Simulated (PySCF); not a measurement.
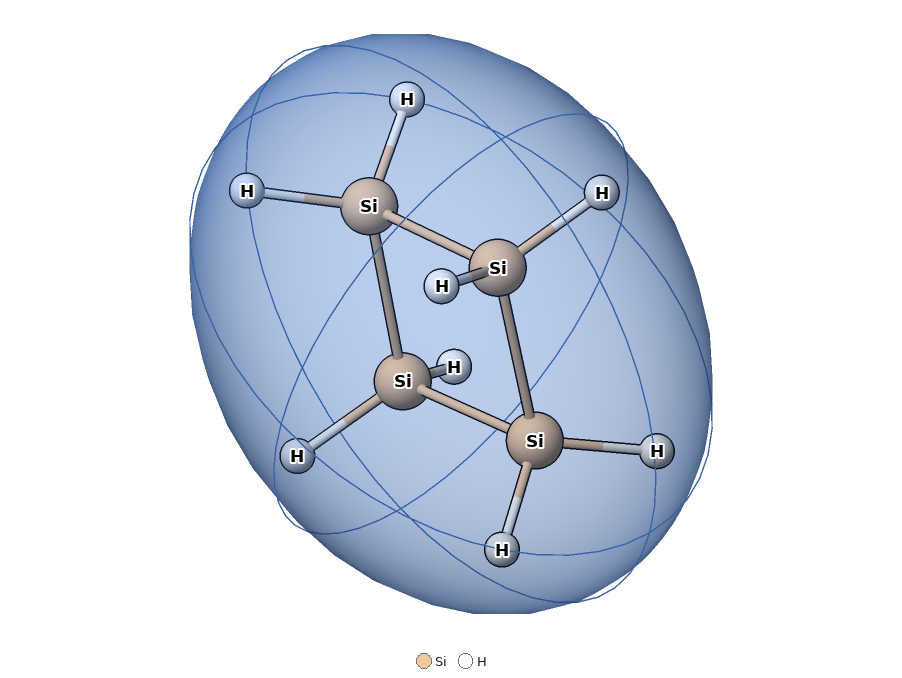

The ellipsoid shows the static dipole polarisability: its half-axes are proportional to the principal values. Computed geometry: PBE0-D3(BJ)/def2-SVP optimisation. No frequency run is at hand to confirm it as a minimum. Computed with CAM-B3LYP/def2-SVPD (PySCF 2.14.0).

How large and how anisotropic is the polarisability?

Principal values 96.1, 132.3, 132.3 bohr³; mean 120.3 bohr³ (17.82 Å³); anisotropy 36.2 bohr³, so the longest axis is 1.38 times the shortest.
